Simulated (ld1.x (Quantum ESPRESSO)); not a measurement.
```json
{
 "Element": "niobium (Nb)",
 "Generator": "ld1.x (Quantum ESPRESSO) 7.5",
 "Type": "PAW",
 "Functional": "PBEsol",
 "Relativity": "scalar-relativistic",
 "Frozen core": "[Ar] 3d10",
 "Valence charge": "13",
 "Reference configuration": "4s2 4p6 4d4 5s0.5 5p0.5",
 "Partial waves": "4s (bound): rcut 1.50, rcutus 1.65 bohr; 5s (bound): rcut 1.50, rcutus 1.65 bohr; 4p (bound): rcut 2.15, rcutus 2.50 bohr; 5p (bound): rcut 2.15, rcutus 2.50 bohr; 4d (bound): rcut 1.50, rcutus 1.85 bohr; 4d channel at 4.5 Ry: rcut 1.50, rcutus 1.85 bohr",
 "Local potential": "all-electron potential smoothed inside 2.20 bohr (lloc = -2)",
 "Core correction": "Bessel-smoothed model core inside 1.70 bohr",
 "Augmentation charge": "PSQ, inside the norm-conserving radii"
}
```

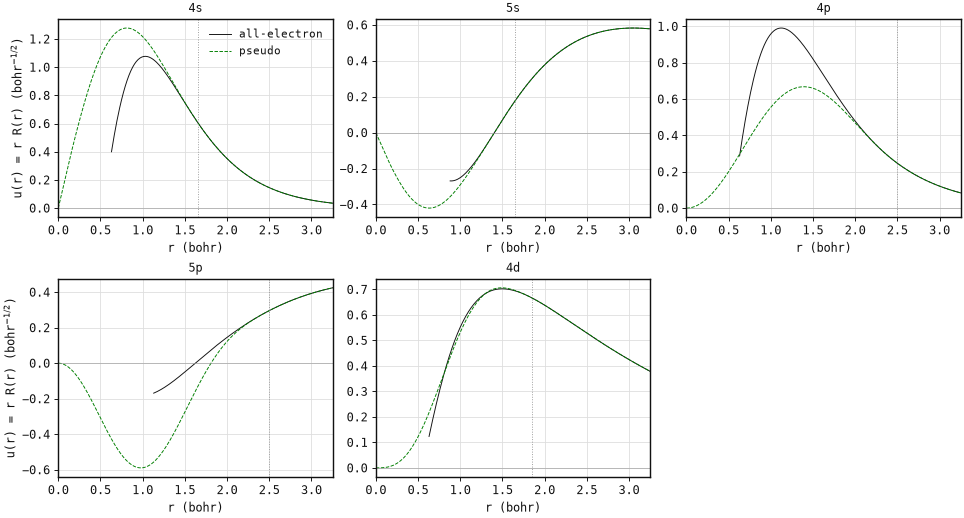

Partial waves u(r) = r R(r), all-electron (solid) and pseudo (dashed). Dotted lines mark the matching radii. The all-electron curves start outside the innermost oscillations, which aren't drawn.

Pseudo-waves: 4s has no node; 5s has a node at about 1.4 bohr; 4p has no node; 5p has a node at about 1.8 bohr; 4d has no node. A node in 5s and 5p is allowed, since a lower shell of the same l is also in the valence.

- Cutoffs needed: 30 Ry and 45 Ry (the cutoffs, on a coarse ladder, from which the occupation-weighted sum of valence levels, in a spherical-Bessel basis at the reference potential, stays within 10 and 1 mRy of its value at 400 Ry)
- Ghost test: no ghost state below the valence levels in the s, p, d, f channels (spherical-Bessel basis up to 400 Ry, 20 bohr box)
- Configuration tests: test run stopped at test 4 of 7 (negative rho), 1 before it not solved
- Lowest eigenvalue of the overlap operator: 0.081 (p channel)
- Density cutoff estimated by the generator: 191 Ry
